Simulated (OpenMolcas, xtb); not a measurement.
# A ladder of methods for C2H7NSi (SMILES C=C[SiH2]N)

The species is C2H7NSi (11 atoms), meant as a singlet with charge 0. SMILES: `C=C[SiH2]N`. Geometry: relaxed at PBE0-D4/def2-TZVP. This is one conformer, not always the lowest.

Quantity: the vertical ionisation energy (to the doublet cation), in eV. The values are calculated.

| level | kind | program | value (eV) |
| --- | --- | --- | --- |
| GFN1-xTB | semi-empirical | xtb | 14.26 |
| HF/cc-pVDZ | Hartree–Fock | OpenMolcas | 8.42 |
| SVWN5/cc-pVDZ | LDA | OpenMolcas | 9.12 |
| BLYP/cc-pVDZ | GGA | OpenMolcas | 8.83 |
| revPBE/cc-pVDZ | GGA | OpenMolcas | 8.93 |
| TPSS/cc-pVDZ | meta-GGA | OpenMolcas | 8.98 |
| r2SCAN/cc-pVDZ | meta-GGA | OpenMolcas | 9.13 |
| PBE0/cc-pVDZ | global hybrid | OpenMolcas | 9.30 |

The values span 8.42 to 14.26 eV. The xTB values lack the empirical shift that such differences need.

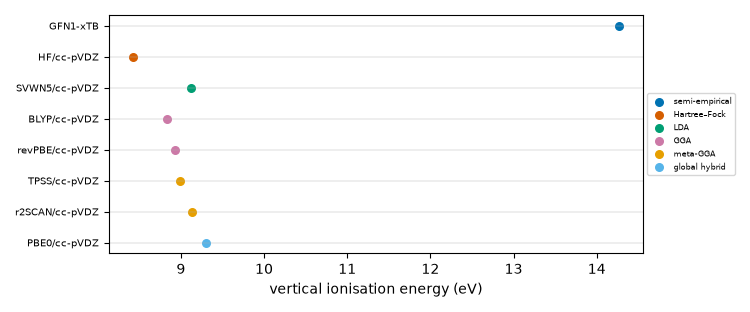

The values of the table, level by level.
